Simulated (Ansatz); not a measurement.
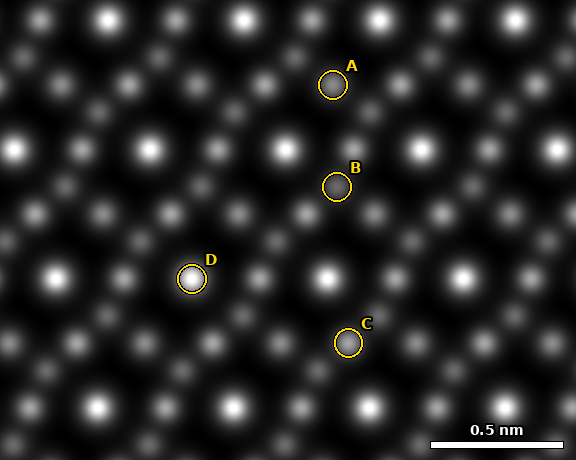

iDPC-like image of Sn2Pt3Se2 (R-3m, No. 166) along [211]. Simulated as the projected potential of neutral atoms (B = 0.3 Å²) blurred by a 0.59 Å probe, the thin-sample limit of integrated differential phase contrast. The display is stretched by a gamma of 0.8; percentages refer to the linear signal. Atomic positions: the geometry relaxed with DFT, PAW plane waves, r2scan in Ansatz; the starting structure was generated, so it need not be a known form of this composition.

Space group R-3m:H (No. 166). a = 6.105 Å, b = 6.105 Å, c = 13.789 Å, α = 90.00°, β = 90.00°, γ = 120.00°
```csv
atom,site,symmetry,x,y,z
Pt,9d,.2/m,0.8333,0.6667,0.1667
Se,6c,3m,0.3333,0.6667,0.9548
Sn,3b,-3m,0.3333,0.6667,0.1667
Sn,3a,-3m,0.0000,0.0000,0.0000
```

Q: What lies under each ring?

A: Sn (1 Sn per 5.79 Å along the beam; about 45 % of the brightest peak). B: Se (1 Se per 5.79 Å along the beam; about 30 % of the brightest peak). C: Pt (1 Pt per 5.79 Å along the beam; about 55 % of the brightest peak). D: Pt + Sn (1 Pt and 1 Sn per 5.79 Å along the beam; the brightest kind). Brightness is counted from the darkest point of the image.
